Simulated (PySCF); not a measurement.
Cl2CrO2, SMILES `O=[Cr](=O)(Cl)Cl`.

Level of theory: B3LYP/def2-SVPD (PySCF), at a geometry from GFN2-xTB. This is a single-reference result, which may miss multireference character in this system. No frequency check shows the geometry to be a minimum. GFN2-xTB bond lengths at metals and heavier atoms can be off by up to 0.1 Å and shapes distorted, which carries into these values.

Geometry (Å), atoms numbered from 1:

```
O1      -0.0003   -1.1878   -1.3272
Cr2     -0.0001   -0.3853    0.0000
O3       0.0003   -1.1879    1.3272
Cl4      1.6302    0.8309   -0.0001
Cl5     -1.6301    0.8310    0.0001
```

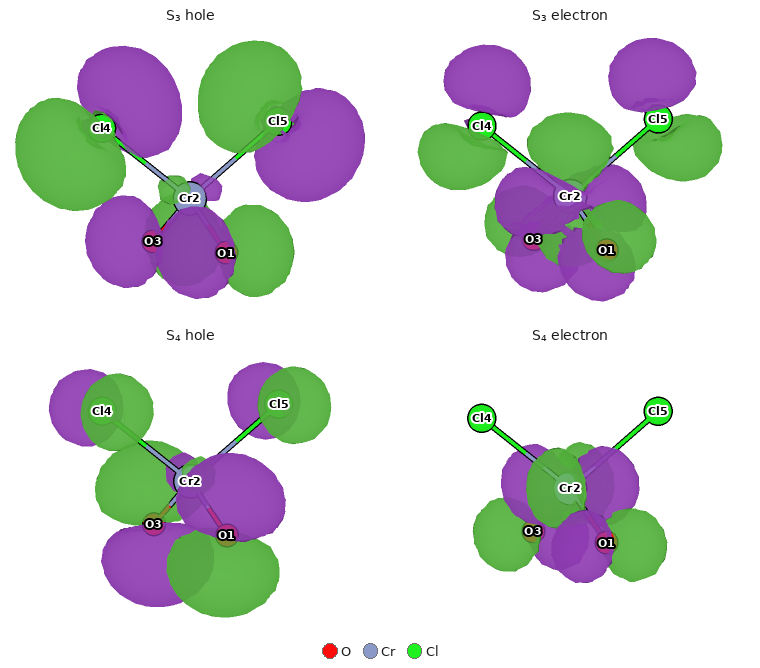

Leading natural transition orbitals (TDA singlet states).

Question: Describe these excited states.

Answer: By state:
- S₃: 3.21 eV (387 nm), f = 0.020, ligand-to-metal charge transfer; the leading pair carries 70 %; hole on Cl4 and Cl5 (26 % each), O1 and O3 (20 % each) and Cr2 (7 %), electron on Cr2 (59 %), O1 and O3 (11 % each) and Cl4 and Cl5 (10 % each) (shares are of the whole state, not of the leading pair alone); their centroids lie 0.2 Å apart.
- S₄: 3.56 eV (348 nm), f = 0.028, ligand-to-metal charge transfer; the leading pair carries 73 %; hole on O1 and O3 (34 % each), Cl4 and Cl5 (12 % each) and Cr2 (8 %), electron on Cr2 (58 %), O1 and O3 (15 % each) and Cl4 and Cl5 (6 % each) (shares are of the whole state, not of the leading pair alone); their centroids lie 0.2 Å apart.
